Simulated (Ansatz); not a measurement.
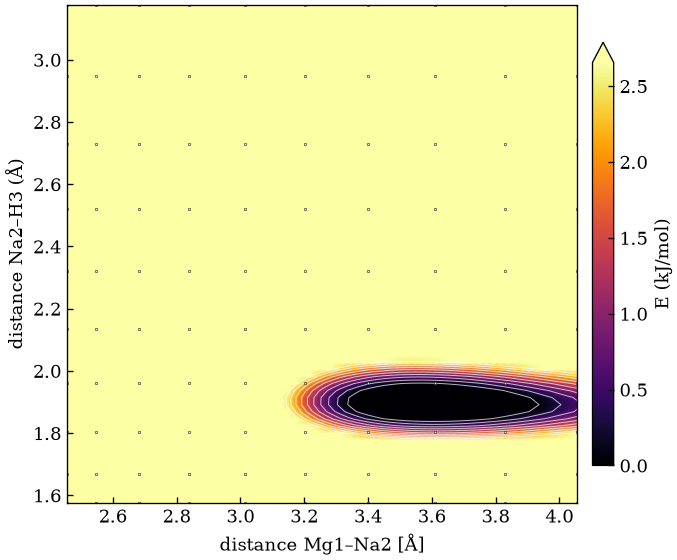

The system Mg + NaH. 
- Coordinates scanned: (1) distance Mg1–Na2; (2) distance Na2–H3.
- Nothing is relaxed (the angle Mg1–Na2–H3 is fixed at 90 degrees).
- The scan uses a 10 × 10 grid.
- Points are written as (first, second).
- Energies: kJ/mol, counted from the lowest grid point.
- The reference is spin-restricted, so regions where a bond is pulled apart into radicals lie too high.
- All numbers below come from Ansatz, RKS wB97X-V/def2-SVPD.

The picture shows a smooth colour map with a few white contour lines, dots at the grid points, one colour for all values above the top of the scale. Between grid points the surface is interpolated.

Estimate the position of the minimum and the force constants in these coordinates.

The interpolated minimum is at distance Mg1–Na2 ≈ 3.585 Å, distance Na2–H3 ≈ 1.897 Å. The curvatures there are about 0.22 eV/Å² and 4.9 eV/Å², with a cross term of about 0.07 eV/Å². Round the minimum the two coordinates are weakly coupled (coupling 0.07 in units of the two stiffnesses). (1 eV is 96.5 kJ/mol.)
